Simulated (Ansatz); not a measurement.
Starting cell, NaCl (rock salt):

```
NaCl
1.0
    0.00000     5.69553     5.69553
    2.84776     0.00000     2.84776
    2.84776     2.84776     0.00000
Cl Na
2 2
Direct
  0.00000   0.00000   0.00000
  0.50000   0.00000   0.00000
  0.25000   0.50000   0.50000
  0.75000   0.50000   0.50000
```

A phonon eigenvector at L = (0.5, 0.0, 0.0) is frozen into this cell: atom i moves by Q times the vector below, so Q is the largest atomic displacement, in Å. The cell is held. It is one choice among 2 degenerate patterns. (q is in reciprocal vectors of the primitive cell; the cell shown is doubled to hold the pattern.)

```
atom       x       y       z
----  ------  ------  ------
Na3    0.285  -0.520   0.805
Na4   -0.285   0.520  -0.805
```

Atoms not listed stay in place.

The numbers are results of PBE (plane waves to 420 eV, PAW, scalar-relativistic; Ansatz, an electronic-structure program), not measurements. k mesh 5×10×10 (Γ-centred), Fermi-Dirac smearing 0.05 eV. E stands for the smeared free energy. Compression counts positive. NaCl was relaxed with its symmetry unable to fall. ΔE is measured from the undisplaced structure.

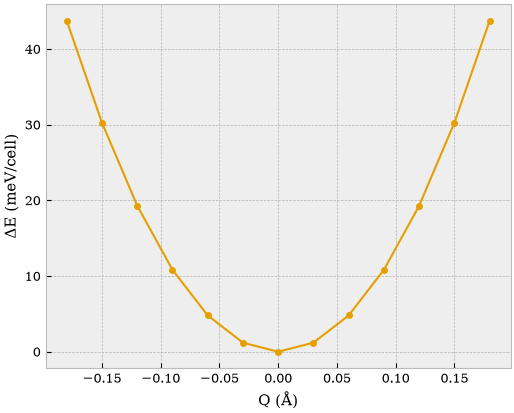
Fig. 1. ΔE (meV/cell) against Q (Å); computed points joined by lines.

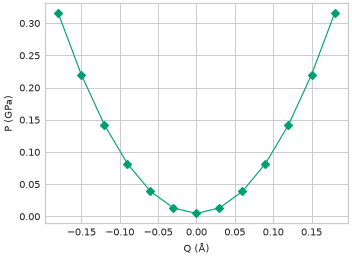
P (GPa) against Q (Å); one marker a computed point.

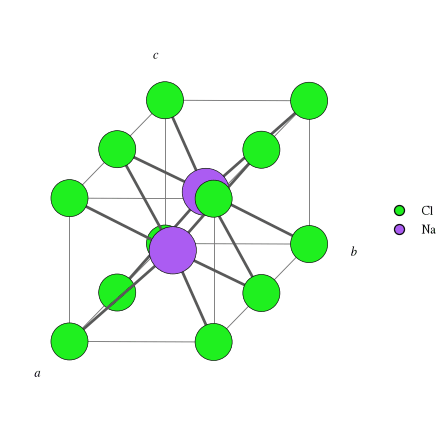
Figure. The cell of the calculation at Q = -0.180 Å.

The energy at Q = 0.180 Å is 43.8 meV/cell. Symmetry of the curve: even: the same for both signs. Space group of the distorted cell: P-1 (No. 2), lowered from Fm-3m. Shape of the curve: a single well with its minimum at or next to zero displacement. Harmonic wavenumber from the curvature (finite differences): 126 cm⁻¹.

E″ = 2.66 eV/Å², M = Σ mᵢ|uᵢ|² = 46.0 u, ν̃ = 521.5·√(|E″|/M).

(A displaced cell: forces are minus the slopes of the energy, force constants its curvatures, and phonons follow from these.)
